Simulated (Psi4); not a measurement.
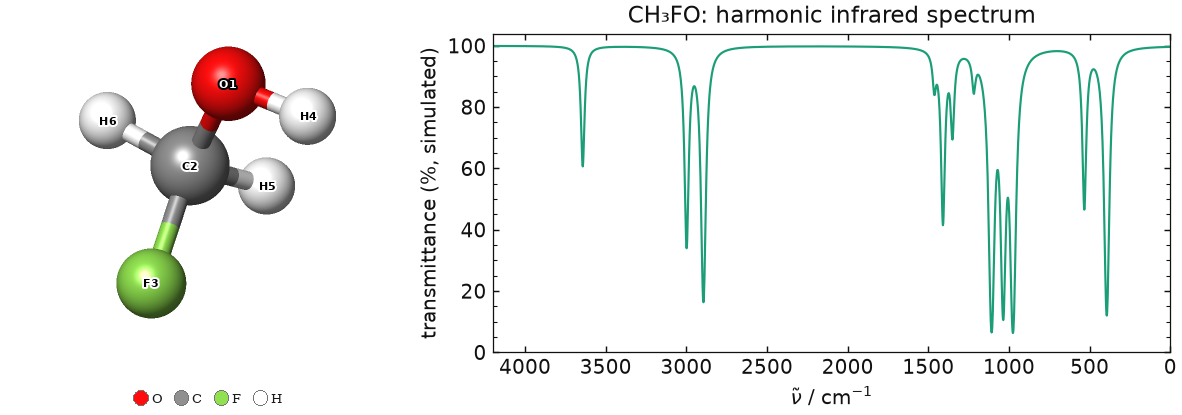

Infrared spectrum of CH₃FO, SMILES OCF. Unscaled harmonic wavenumbers and double-harmonic intensities, BLYP/def2-SVP with Psi4, at a geometry relaxed at this level, isolated molecule. Lorentzian lines of 24 cm⁻¹ full width. Close modes add up in the curve.

Which lines are the most intense?

975.5 cm⁻¹ (131.6 km/mol), 1107.6 cm⁻¹ (131.0 km/mol) and 393.9 cm⁻¹ (104.5 km/mol).

List the modes.

| cm⁻¹ | km/mol |
| --- | --- |
| 393.9 | 104.5 |
| 533.0 | 36.8 |
| 975.5 | 131.6 |
| 1035.8 | 102.7 |
| 1107.6 | 131.0 |
| 1218.0 | 5.8 |
| 1350.5 | 15.6 |
| 1409.3 | 42.1 |
| 1462.9 | 6.1 |
| 2894.3 | 89.0 |
| 2998.4 | 52.2 |
| 3642.5 | 24.7 |

Known limits of this run: double-zeta basis.
